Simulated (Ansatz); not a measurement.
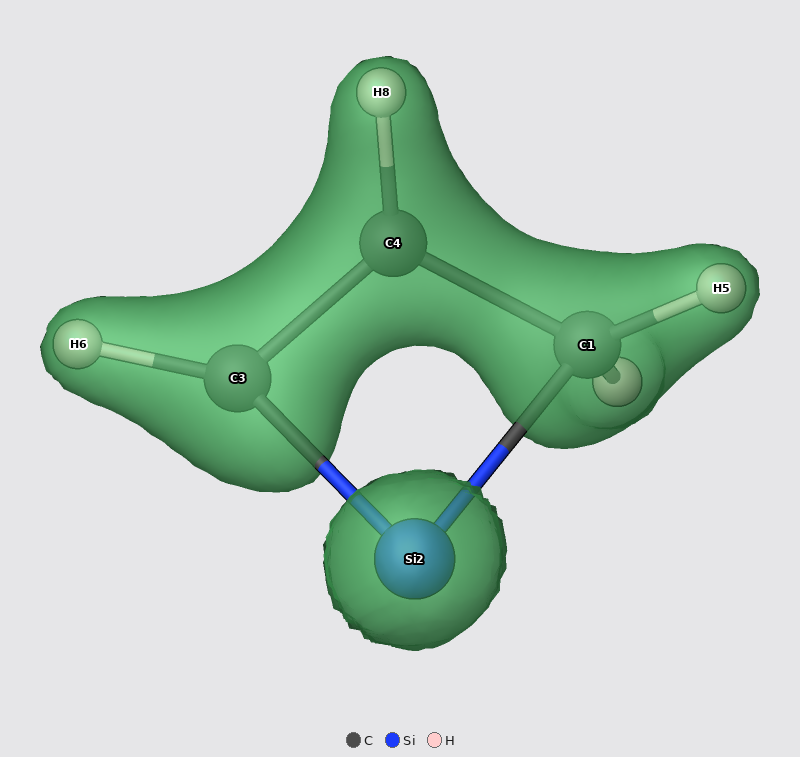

Figure 1: C$_{3}$H$_{4}$Si (SMILES C1=[Si]=CC1). Isosurface of the electron density at 1 e/Å³ (green), seen across its widest extent.

Geometry: PBE0-D4/def2-TZVP.

These are results of Ansatz, RKS PBE0-D4/def2-TZVPP, not measurements.

```xyz
8

C    -0.4588    0.2046   -0.9415
Si    0.0426    1.6029    0.3732
C     0.9136    0.1047    0.9331
C    -0.0796   -0.5578    0.2534
H    -1.4750    0.1116   -1.3205
H     1.4429   -0.2542    1.8063
H     0.2789    0.1880   -1.7380
H    -0.6646   -1.3998    0.6340
```

Question: Which contacts does the surface bridge?

Answer: At this value the surface falls into two separate pieces. It bridges the sampled C–C (1.37 Å), C–H (1.08 Å) and C–C (1.47 Å) contacts, where the density stays above the isovalue. It is pinched off along the sampled C–Si (1.82 Å) contacts. On the grid the lowest density along these lines, outside the cores, is 2.2 e/Å³ (C–C, 1.37 Å), 0.8 e/Å³ (C–Si, 1.82 Å), 1.9 e/Å³ (C–H, 1.08 Å) and 1.8 e/Å³ (C–C, 1.47 Å).
